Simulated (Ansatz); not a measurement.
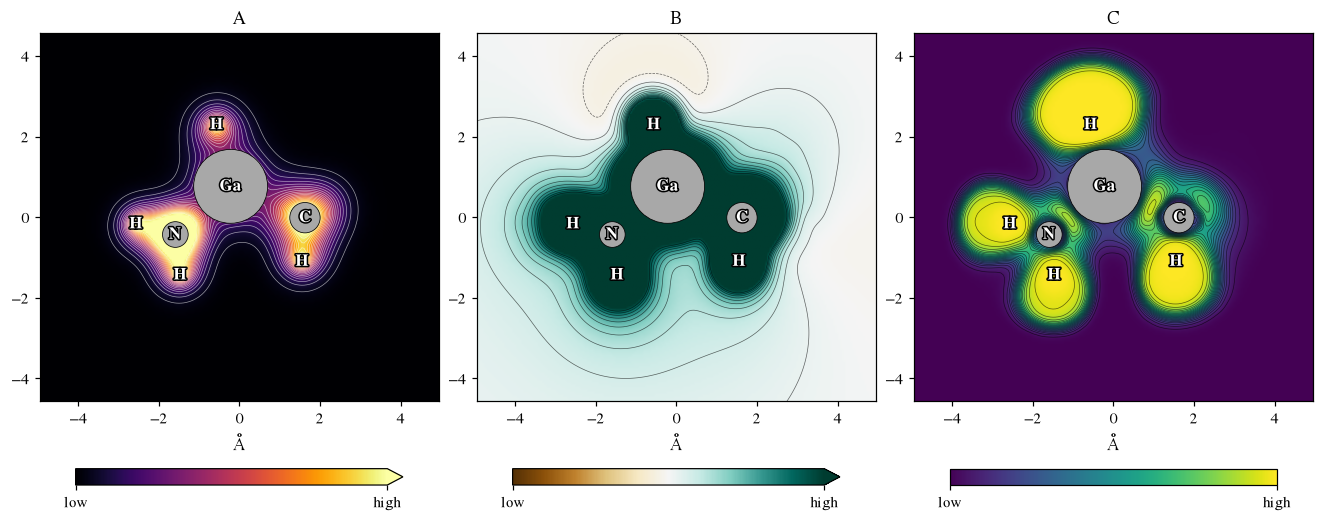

C$_{2}$H$_{7}$GaN$_{2}$ (SMILES N=C[CH2][GaH][NH2]): 3 fields on the plane of atoms H11, N5 and H12, with unlabelled colour scales. Grey discs cover the atomic cores.

These are results of Ansatz 0.2.0, RKS B3LYP-D4/def2-SVP, not measurements.

Q: The panels show electron density, electron localisation function and electrostatic potential in some order. Assign them.

A: Panel A: electron density. Panel B: electrostatic potential (strongly positive close to the atoms and fading to about zero outside). Panel C: electron localisation function. From the grid: Ga–N (1.82 Å): ρ is about 0.89 e/Å³ halfway; the ELF peaks at about 0.85 in the valence shell of N, 0.6 Å from its nucleus, and is about 0.30 at the midpoint. C–Ga (2.00 Å): ρ at the midpoint is about 0.73 e/Å³; the ELF peaks at about 0.90 in the valence shell of C, 0.7 Å from its nucleus, and is about 0.60 at the midpoint.
